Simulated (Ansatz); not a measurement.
# The cluster RuCl3: the relaxed shape and its frontier levels

Aim: characterise the cluster RuCl3 as a doublet: its structure, frontier levels and distribution of charge and spin.

Computed with Ansatz 0.2.0, Gaussian basis. Level: UKS PBE0-D4/def2-TZVP.

Levels to be run: a search for the lowest solution at PBE0-D4/def2-SVP; a single point at PBE0-D4/def2-TZVP.

6 further runs of the same task are left out: 2 for a known fault of the program, 4 set aside as unsound or not needed.

## (1) The relaxed structure

The doublet was relaxed beforehand with r2SCAN-D4/def2-SVP. At that level it is the lowest of the isomers that a small search found.

4 atoms, charge 0, spin multiplicity 2.

Atoms are counted from 1 here; the program's logs count them from 0.

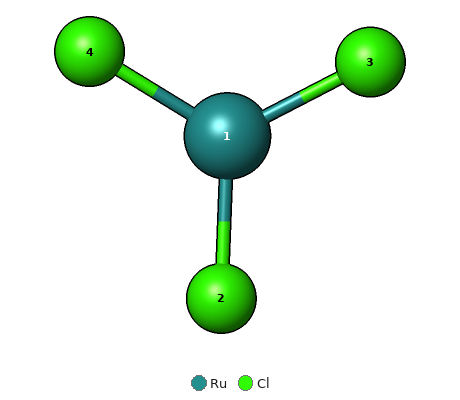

The structure; ruthenium teal, chlorine green; atoms are numbered from 1 in the order of the file.

Ru takes a core potential in the def2 sets. No spin-orbit coupling is included.

Bonds by kind at the end (by distance):

```csv
bond,count,shortest (Å),longest (Å)
Cl–Ru,3,2.220,2.221
```

## (2) Searching for the lowest solution, PBE0-D4/def2-SVP

start.molden holds the orbitals of an earlier run on this state, given as this run's starting guess.

Input file in.yaml:

```yaml
crystal:
  periodic: [false, false, false]
  atoms:
    - {symbol: Ru, position_ang: [-0.095858, 0.089915, 0.021632]}
    - {symbol: Cl, position_ang: [-1.471394, -1.614619, -0.338181]}
    - {symbol: Cl, position_ang: [0.754591, 1.181770, -1.714838]}
    - {symbol: Cl, position_ang: [0.812661, 0.342935, 2.031387]}
basis:
  gaussian: {orbitals: def2-SVP, initial_orbitals: start.molden}
magnetization: {spin_polarized: true, initial_magnetization: 1}
hamiltonian: {xc: pbe0, dispersion: d4}
output: {orbitals: {seedname: orbitals}}
```

Launch:

```sh
ansatz run in.yaml --threads 4 --pin off --events-out ev --progress --plain --max-ram 3916MiB
```

Standard output:

```text
Functional definition: PBE0
  name "PBE0"
  cite "Adamo & Barone, J. Chem. Phys. 110, 6158 (1999) doi:10.1063/1.478522"
  cite "Perdew, Burke & Ernzerhof, Phys. Rev. Lett. 77, 3865 (1996) doi:10.1103/PhysRevLett.77.3865"
  parent pbe
  parameter a = 0.25
  parameter kappa = 0.804
  parameter beta = 0.06672455060314922
  exchange = (1 - a)*pbe_x(kappa = kappa, mu = beta*pi^2/3) + a*exact_x
  correlation = pbe_c(beta = beta)
806 factors; integrals over basis functions are off by at most 2.6e-4 eV
mean field evaluation 1: about -40125.8387 eV, gradient 1.1e1 eV
mean field evaluation 2: about -40126.5624 eV, gradient 1.4e0 eV
mean field evaluation 4: about -40126.7201 eV, gradient 4.5e-1 eV
mean field evaluation 8: about -40126.9196 eV, gradient 1.9e-1 eV
mean field evaluation 16: about -40126.9227 eV, gradient 1.5e-5 eV
mean field evaluation 32: about -40126.6370 eV, gradient 5.5e-1 eV
mean field evaluation 64: about -40126.7317 eV, gradient 2.8e0 eV
mean field evaluation 96: about -40126.2771 eV, gradient 5.3e-1 eV
mean field evaluation 128: about -40126.8657 eV, gradient 1.6e-1 eV
mean field evaluation 160: about -40126.8802 eV, gradient 4.6e-1 eV
mean field evaluation 192: about -40126.5916 eV, gradient 4.6e0 eV
mean field -40126.92803311 eV, -1474.6374062082 hartree, gradient 3.0e-6 eV, S^2 1.432499; 21 other end points of the search recorded, 0 dependent functions left out
reference -40126.92807154 eV, -1474.6374076205 hartree; 34, 33 occupied and 51, 52 virtual orbitals, 806 factors
Total energy: -40127.06641097 eV, -1474.6424915006 hartree
```

Run time: 40 s. Hardware: 4 threads of Arm Neoverse N1, shared host.

HOMO -7.69 eV, LUMO -4.74 eV (over both spins); ⟨S²⟩ 1.432 (pure: 0.75); the next solution that the search met lies 0.005 eV higher. Doubts: spin contamination.

## (3) Single point, PBE0-D4/def2-TZVP

Changes to in.yaml since step 2:

```diff
@@ -8,5 +8,6 @@
 basis:
-  gaussian: {orbitals: def2-SVP, initial_orbitals: start.molden}
+  gaussian: {orbitals: def2-TZVP, initial_orbitals: start.molden}
 magnetization: {spin_polarized: true, initial_magnetization: 1}
 hamiltonian: {xc: pbe0, dispersion: d4}
-output: {orbitals: {seedname: orbitals}}
+scf: {omitted_lower_state_checks: [starts]}
+output: {forces: true, orbitals: {seedname: orbitals}}
```

The command is unchanged.

Standard output, shortened:

```text
Functional definition: PBE0
  name "PBE0"
  cite "Adamo & Barone, J. Chem. Phys. 110, 6158 (1999) doi:10.1063/1.478522"
  cite "Perdew, Burke & Ernzerhof, Phys. Rev. Lett. 77, 3865 (1996) doi:10.1103/PhysRevLett.77.3865"
  parent pbe
[...]
1182 factors; their error is unknown
[...]
mean field -40140.63508385 eV, -1475.1411310318 hartree, gradient 8.2e-6 eV, S^2 1.341816; 0 other end points of the search recorded, 0 dependent functions left out
[...]
reference -40140.63511871 eV, -1475.1411323130 hartree; 34, 33 occupied and 117, 118 virtual orbitals, 1182 factors
Total energy: -40140.77345814 eV, -1475.1462161931 hartree
Atom 0 at    -0.095858     0.089915     0.021632 Å, force     0.163288    -0.148544    -0.041452 eV/Å
Atom 1 at    -1.471394    -1.614619    -0.338181 Å, force     0.442206     0.573225     0.121388 eV/Å
Atom 2 at     0.754591     1.181770    -1.714838 Å, force    -0.294335    -0.352445     0.581420 eV/Å
Atom 3 at     0.812661     0.342935     2.031387 Å, force    -0.311160    -0.072235    -0.661357 eV/Å
Dipole moment:    -0.069676     0.064476     0.015913 e Å
Checks for a lower state left out: starts
```

Run time: 19 s. Hardware: 4 threads of Arm Neoverse N1, shared host; peak memory 0.79 GiB.

From the report: HOMO -7.76 eV, LUMO -4.81 eV (over both spins); ⟨S²⟩ 1.342 (pure: 0.75). Doubts: spin contamination.

Mulliken charges, from this run's orbitals:

| atom | value (e) |
| --- | --- |
| Ru1 | 0.89 |
| Cl2 | -0.30 |
| Cl3 | -0.30 |
| Cl4 | -0.30 |

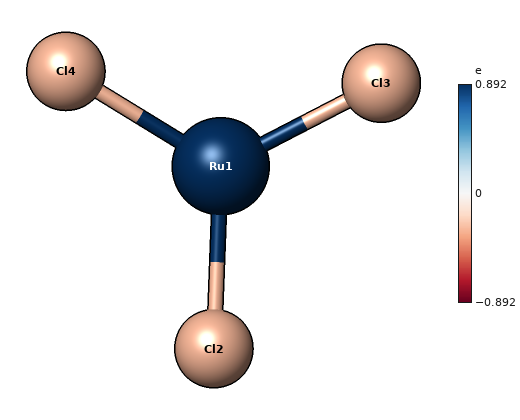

Mulliken charges, from this run's orbitals, as colours on the atoms.

Mulliken spin populations:

```
atom  value (e)
 Ru1       1.16
 Cl2      -0.05
 Cl3      -0.05
 Cl4      -0.05
```

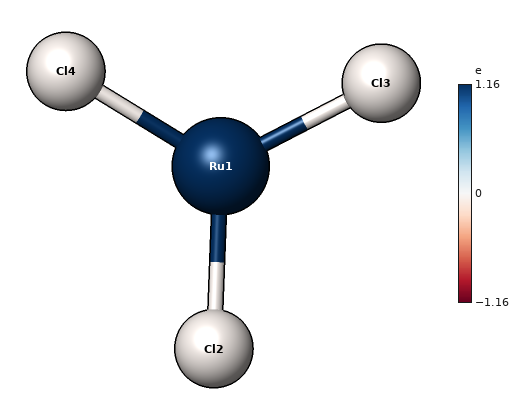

Mulliken spin populations, as colours on the atoms.

Largest Mayer bond orders: Ru1–Cl2 1.05; Ru1–Cl3 1.05; Ru1–Cl4 1.05.

Orbitals, density, ELF and potential are computed afterwards from the orbital file.

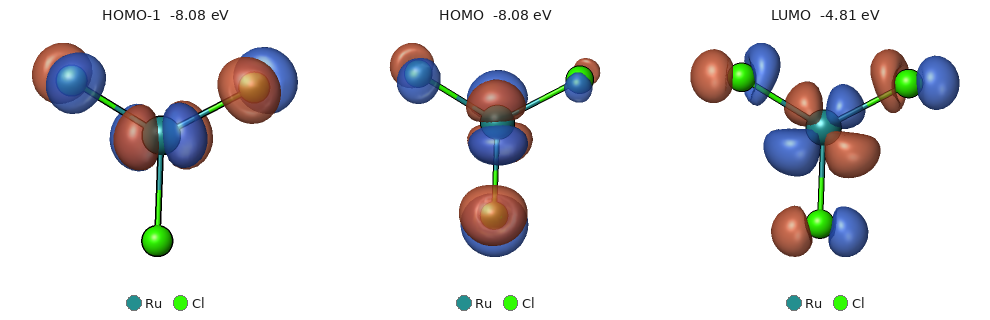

Frontier orbitals at PBE0-D4/def2-TZVP (alpha spin); each surface holds 70 % of the orbital's density, blue and red mark the sign.

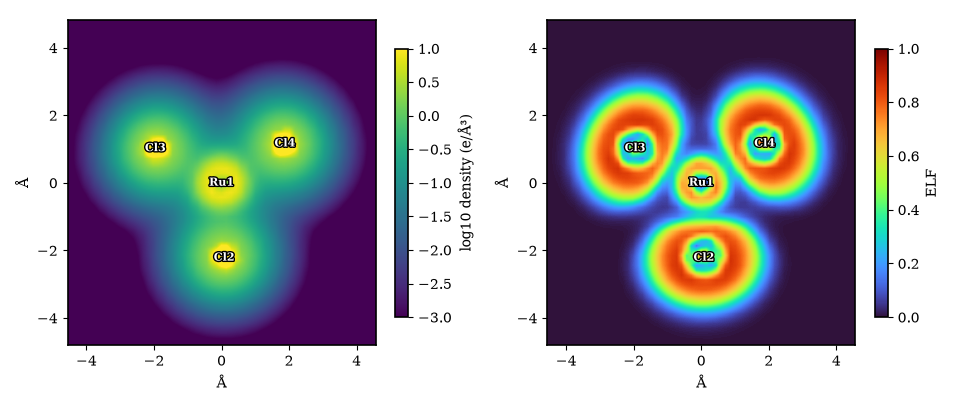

Density (left) and ELF (right) in a plane through or near 4 of the atoms.

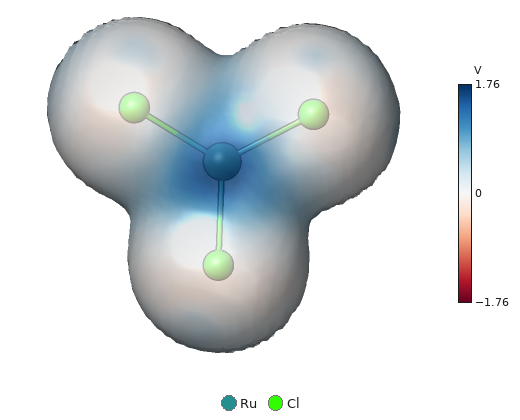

The potential that a unit positive charge feels on the 0.002 e/bohr³ surface, from the 1st to the 99th percentile, from -0.19 V near Cl4 to 1.76 V near Ru1.

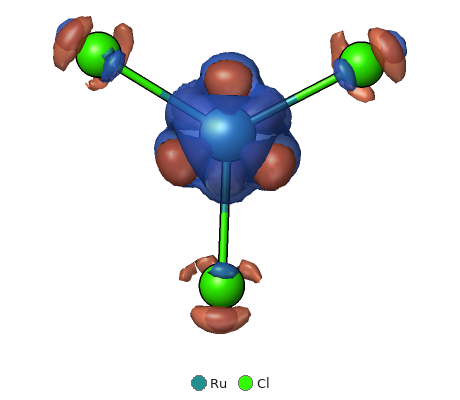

Spin density at ±0.05 e/Å³ (alpha excess blue, beta excess red).

## (4) Outcome

```
                                         quantity                        value
                                      point group                          C3v
                     near neighbours of the metal  Cl 2.22, Cl 2.22, Cl 2.22 Å
HOMO, LUMO at PBE0-D4/def2-TZVP (over both spins)              -7.76, -4.81 eV
                                             ⟨S²⟩                        1.342
charge on the metal (Mulliken, PBE0-D4/def2-TZVP)                      +0.89 e
                     spin on the metal (Mulliken)                         1.16
```

**Reading.** Of 1 unpaired electron, 1.16 sit on the metal by Mulliken's count, more than all: the ligands carry opposite spin. No usable vibrations, so a minimum isn't proven. The alpha HOMO lies nearest to Ru1 52 %; Cl2 32 % and the alpha LUMO to Ru1 57 %; Cl2, Cl3, Cl4 about 14 % each (shares on a coarse grid); over both spins the HOMO of beta spin, not drawn, take the frontier's place. Doubts on the single point: spin contamination. Whether this spin is the lowest isn't tested here.
